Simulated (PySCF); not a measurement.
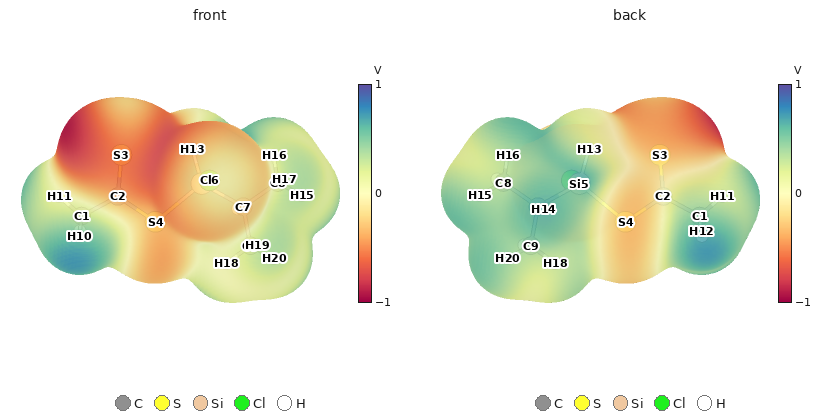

Figure 1: C$_{5}$H$_{11}$ClS$_{2}$Si. The molecular electrostatic potential painted on the density surface at 0.001 e/bohr³, seen from the front and from behind; red is negative and blue positive.

Geometry: GFN2-xTB.

Theory: PBE0/pcSseg-1, SCF density, gas phase, non-relativistic in PySCF.

```xyz
20

C     4.1251   -0.0710   -0.6050
C     2.8052   -0.5672   -0.1284
S     2.6701   -1.8574    0.8623
S     1.4456    0.3475   -0.6907
Si   -0.2237   -0.6813    0.3159
Cl   -0.1619   -0.3023    2.2807
C    -1.7739    0.1088   -0.4683
C    -3.0311   -0.5378    0.1058
C    -1.8187    1.6246   -0.2689
H     4.4110    0.8058   -0.0213
H     4.8844   -0.8381   -0.4736
H     4.0688    0.2322   -1.6489
H    -0.0988   -2.0885   -0.0247
H    -1.7593   -0.0843   -1.5456
H    -3.9211   -0.0993   -0.3412
H    -3.0422   -1.6073   -0.0876
H    -3.0823   -0.3856    1.1812
H    -0.9360    2.0981   -0.6938
H    -1.8693    1.8715    0.7893
H    -2.6972    2.0425   -0.7572
```

> Describe the electrostatic potential map.

The most negative region (about −0.9 V, or −21 kcal/mol for a unit charge) lies over S3, the most positive (about +0.7 V, or +16 kcal/mol for a unit charge) over Si5, H10 and H12.
